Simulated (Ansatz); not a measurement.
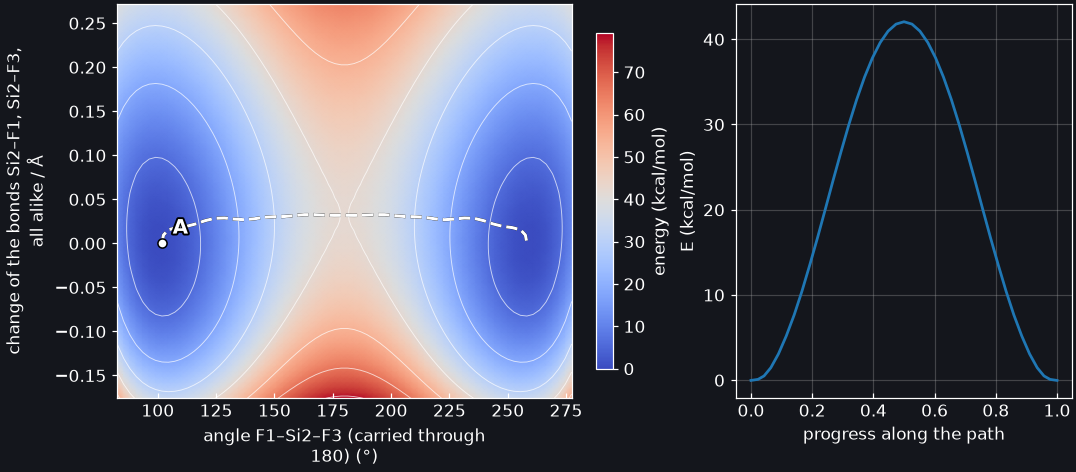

F2Si, SMILES F[Si]F. Coordinates scanned: (1) angle F1–Si2–F3 (carried through 180); (2) change of the bonds Si2–F1, Si2–F3, all alike. Nothing is relaxed (all other coordinates rigid). The grid has 15 × 15 points; 120 points were computed and 105 follow by symmetry. Points are written as (first, second). Energies: kcal/mol, counted from the relaxed molecule at the same level. Level of theory: Ansatz 0.2.0, RKS PBE0-D4/def2-TZVP.

Drawn: a smooth colour map with a few white contour lines, a line along the lowest path, the energy along the path at the right, the start A. Between grid points the surface is interpolated.

### Describe the path and its barrier.

The easiest path leads from the well at about (102°, 0.00 Å) to a well of about the same depth at about (258°, 0.00 Å). Its highest point lies about 42 kcal/mol above the bottom of the first well on the interpolated surface, at about (180°, 0.03 Å). The start is the relaxed structure and all else is held, so a fully relaxed path at this level can only be lower.
